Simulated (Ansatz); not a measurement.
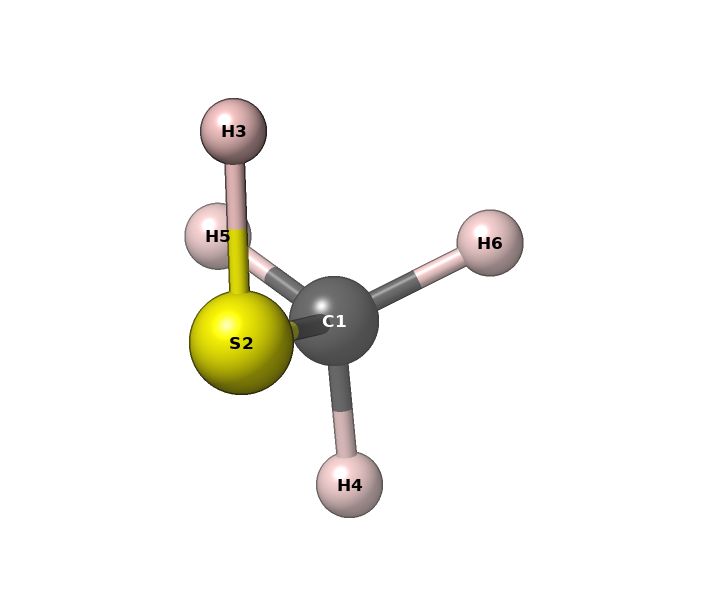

Source: calculation with Ansatz.

C1 lies behind S2. The molecule seen a little off the S2–C1 bond, S2 in front. Atoms fade into the background with distance from the viewer. Geometry: a fixed input geometry, not necessarily a minimum.

Question: What is the torsion angle H3–S2–C1–H4? The sign is positive where the front bond must turn clockwise to cover the back bond.

Answer: 180°, antiperiplanar (anti).
